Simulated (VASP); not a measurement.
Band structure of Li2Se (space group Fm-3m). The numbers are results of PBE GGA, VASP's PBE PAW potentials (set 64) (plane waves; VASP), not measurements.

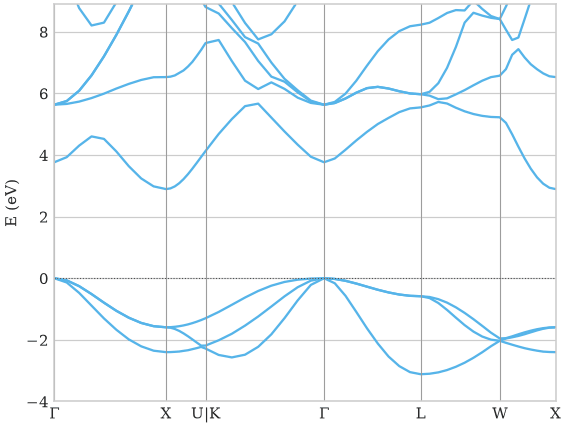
Figure: Bands along high-symmetry lines, zero at the valence-band maximum or, without a gap, the Fermi level

Task: Read the plot: is there a gap, and where are the band edges?

Result: The gap is indirect, 2.89 eV, from the valence maximum at Γ to the conduction minimum at X.

The structure comes from a computed database's Li2Se entry; how it stands against other phases isn't given here. The cell was not relaxed at this level. The run is one of a series of settings (NBANDS = 18 against the base run), some of them coarse on purpose.
